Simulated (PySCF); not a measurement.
C2H6InNO3, singlet, PBE0/def2-SVP optimised geometry. Atoms within 1.6 Å of the plane z = 0.0 Å (x, y, z in Å): In1 (-0.60, -2.60, 0.00), O4 (1.40, -2.60, 0.00), H5 (1.73, -2.85, 0.87), H7 (-2.43, -3.33, 1.55), C8 (-1.13, 2.38, 0.06), C9 (-0.98, 0.94, 0.03), N10 (-0.87, -0.21, 0.00), H11 (-0.13, 2.85, 0.01), H12 (-1.62, 2.68, 1.00), H13 (-1.73, 2.71, -0.79).

Computed with PBE0/def2-TZVP, def2 effective core potentials past Kr in PySCF. The core electrons that the potentials of In replace are not part of the density. Cells within 0.4 Å of a nucleus heavier than hydrogen are left out (blank, or x).

Map of the LUMO amplitude (bohr^(-3/2)) on the plane z = 0.0 Å; orbital energy -0.59 eV, overall sign arbitrary:

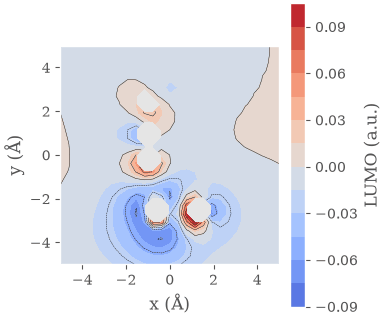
LUMO amplitude (bohr^(-3/2)) on the plane z = 0.0 Å.
